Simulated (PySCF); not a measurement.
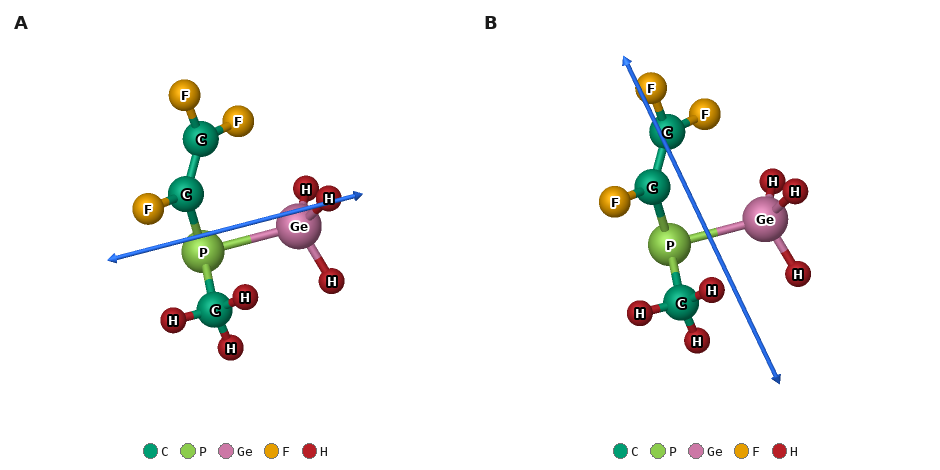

The double arrows show the directions of two transition dipoles from the ground state (lengths mean nothing). The computed structure is the end point of a GFN2-xTB optimisation. No frequency run is at hand to confirm it as a minimum. Method: TDDFT B3LYP/def2-SVPD, vertical, gas phase, core orbitals frozen in the response (PySCF 2.14.0).

Question: One belongs to singlet state 2 and one to singlet state 7. Which is which?

Answer: A: state 7, 6.67 eV (186 nm), oscillator strength 0.040, mainly HOMO−1 → LUMO (weight 0.53).
B: state 2, 5.32 eV (233 nm), oscillator strength 0.087, mainly HOMO → LUMO+1 (weight 0.60).

The geometry is semi-empirical. Around Ge, P such bond lengths and angles can be off by a tenth of an ångström or more and by several degrees, and values that hang on the shape move with them.
